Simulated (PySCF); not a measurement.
SMILES B1OB[OH+]BO1 (H4B3O3 (cation, charge +1)), singlet, CAM-B3LYP/def2-SVP optimised geometry. Atoms within 1.6 Å of the plane z = 1.0 Å (x, y, z in Å): B1 (1.27, 0.24, 0.00), O2 (0.64, -0.99, 0.00), B3 (-0.65, -1.23, 0.00), O4 (-1.48, 0.00, 0.00), B5 (-0.89, 1.35, 0.00), O6 (0.43, 1.35, 0.00), H7 (2.45, 0.35, 0.00), H8 (-1.24, -2.26, 0.00), H9 (-2.45, -0.09, 0.00), H10 (-1.65, 2.26, 0.00).

Computed with CAM-B3LYP/def2-TZVP run with PySCF.

Map of the LUMO amplitude (bohr^(-3/2)) on the plane z = 1.0 Å; orbital energy -5.26 eV, overall sign arbitrary:

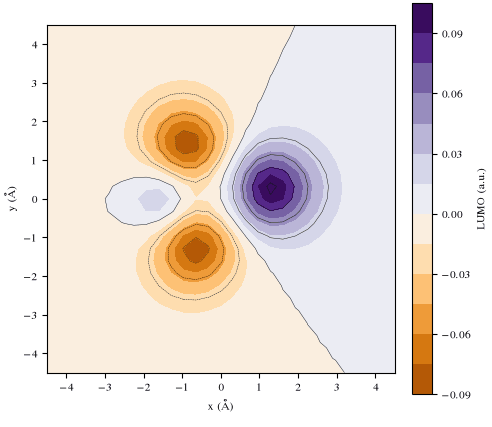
Fig. 1. LUMO amplitude (bohr^(-3/2)) on the plane z = 1.0 Å.
